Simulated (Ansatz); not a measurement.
**OH− (hydroxide): levels of theory compared**

We compute a comparison of 5 runs (HF/STO-3G, HF/3-21G, HF/def2-SVP, B3LYP/6-31G*, CCSD/def2-SVPD) of OH− (hydroxide). 

The results are computed with Ansatz 0.2.0.

12 further runs of the same task are left out: 4 for a known fault of the program, 8 set aside as unsound or not needed.

### 1 Starting point

OH− has 2 atoms, charge -1, and is taken as a singlet. SMILES: `[OH-]`. The coordinates come from a PBE0-D4/def2-TZVPD relaxation.

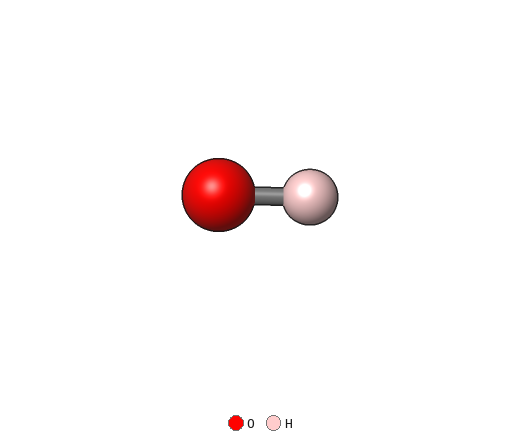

Viewed from a chosen angle; oxygen red, hydrogen pink.

### 2 Energy and forces at HF/STO-3G (run 1)

Input file molecule.yaml:

```yaml
crystal:
  periodic: [false, false, false]
  atoms:
    - {symbol: O, position_ang: [0.411800, -0.131800, 0.212500]}
    - {symbol: H, position_ang: [-0.411800, 0.131800, -0.212500]}
basis:
  gaussian:
    orbitals: STO-3G
accuracy: high
total_charge: -1
hamiltonian:
  xc: hf
output: {forces: true, orbitals: {seedname: orbitals}}
```

The run is started by

```
$ ansatz run molecule.yaml --threads 1 --pin off --max-ram 2610MiB --events-out events.jsonl --progress --plain --runs-dir runs
```

The program printed:

```text
Warning: RAYON_NUM_THREADS=1 ignored (pool sized by the plan → 1); use --threads N
Functional definition: HF
  name "HF"
  exchange = exact_x
  correlation = 0
77 factors; integrals over basis functions are off by at most 3.3e-8 eV
mean field evaluation 1: about -2014.0763 eV, gradient 1.6e1 eV
mean field evaluation 2: about -2014.1004 eV, gradient 1.6e1 eV
mean field evaluation 4: about -2015.1740 eV, gradient 2.5e-1 eV
mean field evaluation 8: about -2015.1731 eV, gradient 2.0e-5 eV
mean field -2015.17306756 eV, -74.0562442995 hartree, gradient 2.7e-8 eV, S^2 0.000000; 0 other end points of the search recorded, 0 dependent functions left out
the calculation of the forces begins
reference -2015.17306756 eV, -74.0562442995 hartree; 5, 5 occupied and 1, 1 virtual orbitals, 77 factors
Total energy: -2015.17306756 eV, -74.0562442995 hartree
Atom 0 at     0.411800    -0.131800     0.212500 Å, force     4.340033    -1.389063     2.239575 eV/Å
Atom 1 at    -0.411800     0.131800    -0.212500 Å, force    -4.340033     1.389063    -2.239575 eV/Å
Dipole moment:    -0.053459     0.017110    -0.027586 e Å
```

It took 0.04 s on 1 thread of Arm Neoverse V2, shared host.

### 3 Energy and forces at HF/3-21G (run 2)

Input file job.yaml:

```yaml
crystal:
  periodic: [false, false, false]
  atoms:
    - {symbol: O, position_ang: [0.411800, -0.131800, 0.212500]}
    - {symbol: H, position_ang: [-0.411800, 0.131800, -0.212500]}
basis:
  gaussian:
    orbitals: 3-21G.json
total_charge: -1
hamiltonian:
  xc: hf
accuracy: high
output:
  forces: true
  orbitals: {seedname: orbitals}
```

The basis set 3-21G is read from a file made from the Basis Set Exchange's data (not shown).

The run is started by

```
$ ansatz run job.yaml --threads 1 --pin off --max-ram 2610MiB --events-out events.jsonl --progress --plain --runs-dir runs
```

The program printed:

```text
Warning: RAYON_NUM_THREADS=1 ignored (pool sized by the plan → 1); use --threads N
[... 4 set-up lines as earlier in the session ...]
150 factors; integrals over basis functions are off by at most 1.5e-8 eV
mean field evaluation 1: about -2036.7222 eV, gradient 1.2e1 eV
mean field evaluation 2: about -2036.7214 eV, gradient 1.2e1 eV
mean field evaluation 4: about -2037.2022 eV, gradient 9.3e-1 eV
mean field evaluation 8: about -2037.2044 eV, gradient 1.3e-3 eV
mean field -2037.20441292 eV, -74.8658813080 hartree, gradient 2.6e-8 eV, S^2 0.000000; 0 other end points of the search recorded, 0 dependent functions left out
the calculation of the forces begins
reference -2037.20441292 eV, -74.8658813080 hartree; 5, 5 occupied and 6, 6 virtual orbitals, 150 factors
Total energy: -2037.20441292 eV, -74.8658813080 hartree
Atom 0 at     0.411800    -0.131800     0.212500 Å, force     2.120007    -0.678526     1.093981 eV/Å
Atom 1 at    -0.411800     0.131800    -0.212500 Å, force    -2.120007     0.678526    -1.093981 eV/Å
Dipole moment:    -0.220004     0.070414    -0.113528 e Å
```

Run time: 0.04 s. Hardware: 1 thread of Arm Neoverse V2, shared host.

Runs 3 to 4 aren't shown in full; the table further down has their settings and results.

### 4 Energy and forces at CCSD/def2-SVPD (run 5)

Input file in.yaml:

```yaml
crystal:
  periodic: [false, false, false]
  atoms:
    - {symbol: O, position_ang: [0.411800, -0.131800, 0.212500]}
    - {symbol: H, position_ang: [-0.411800, 0.131800, -0.212500]}
basis:
  gaussian:
    orbitals: def2-SVPD
accuracy: high
output: {forces: true, orbitals: {seedname: orbitals}}
correlation:
  method: ccsd
  frozen_orbitals: {H: 0, O: 1}
total_charge: -1
scf:
  omitted_lower_state_checks: [cluster_reference, increment]
```

The run is started by

```
$ ansatz run in.yaml --threads 1 --pin off --max-ram 2610MiB --events-out events.jsonl --progress --plain --runs-dir runs
```

The program printed, cut to the lines that bear on the results:

```text
Warning: RAYON_NUM_THREADS=1 ignored (pool sized by the plan → 1); use --threads N
[... 2 set-up lines as earlier in the session ...]
[...]
507 factors; integrals over basis functions are off by at most 3.1e-9 eV
[...]
mean field -2049.79436950 eV, -75.3285536788 hartree, gradient 3.5e-8 eV, S^2 0.000000; 0 other end points of the search recorded, 0 dependent functions left out
1 core orbitals not correlated: weight in the atoms' cores, before any rotation towards them, 1.000 or more for the frozen orbitals, at most 0.000 for the correlated occupied ones
reference -2049.79436950 eV, -75.3285536788 hartree; 4, 4 occupied and 26, 26 virtual orbitals, 507 factors
second order -6.42511462 eV of doubles, -0.00000000 eV of singles
cycle   1  -6.12612343 eV  change    3.0e-1 eV  update   1.1e-1
[...]
cycle  21  -6.39966725 eV  change  -1.2e-10 eV  update  5.1e-10
[...]
Total energy: -2056.19403676 eV, -75.5637371124 hartree
Atom 0 at     0.411800    -0.131800     0.212500 Å, force     0.208107    -0.066607     0.107389 eV/Å
Atom 1 at    -0.411800     0.131800    -0.212500 Å, force    -0.208107     0.066607    -0.107389 eV/Å
Dipole moment:    -0.254875     0.081575    -0.131523 e Å
Checks for a lower state left out: cluster_reference, increment
```

Run time: 0.44 s. Hardware: 1 thread of Arm Neoverse V2, shared host.

### 5 All runs side by side

| run | level | Cartesian functions | frozen core orbitals | energy (Eh) | HOMO energy (eV) | LUMO energy (eV) | HOMO–LUMO gap (eV) | wall time |
| --- | --- | --- | --- | --- | --- | --- | --- | --- |
| 1 | HF/STO-3G | no | – | -74.056244 | 6.86 | 34.04 | 27.18 | 0.04 s |
| 2 | HF/3-21G | no | – | -74.865881 | 0.57 | 18.13 | 17.56 | 0.04 s |
| 3 | HF/def2-SVP | no | – | -75.267681 | -0.96 | 13.54 | 14.50 | 0.08 s |
| 4 | B3LYP/6-31G* (Cartesian functions) | yes | – | -75.720323 | 4.41 | 11.37 | 6.96 | 0.3 s |
| 5 | CCSD/def2-SVPD | no | 1 | -75.563737 | -3.02 | 8.63 | 11.65 | 0.44 s |

### 6 Outcome

| quantity | value |
| --- | --- |
| run 5: total energy | -75.56374 Eh |
| run 5: HOMO energy (Hartree–Fock orbitals) | -3.02 eV |
| run 5: LUMO energy (Hartree–Fock orbitals) | 8.63 eV |
| run 5: HOMO–LUMO gap (to an unbound level, set by the basis) | 11.65 eV |
| run 5: correlation energy (1 core orbital frozen) | -235.2 mEh |
| run 5: T1 diagnostic | 0.026 |
| run 5: largest force on an atom | 0.243 eV/Å |

In words: Over runs 1, 2, 3, 4 the HOMO–LUMO gap runs from 6.96 eV (B3LYP/6-31G*) to 27.18 eV (HF/STO-3G). The two ends differ in method and basis. The empty levels of an anion lie above zero and hang on the basis. In runs 1, 2, 4 the HOMO lies above zero, so the outermost electron may be held by the basis alone. In run 1 the basis is minimal, so the values are rough. All runs together took 0.9 s, the longest 0.44 s.
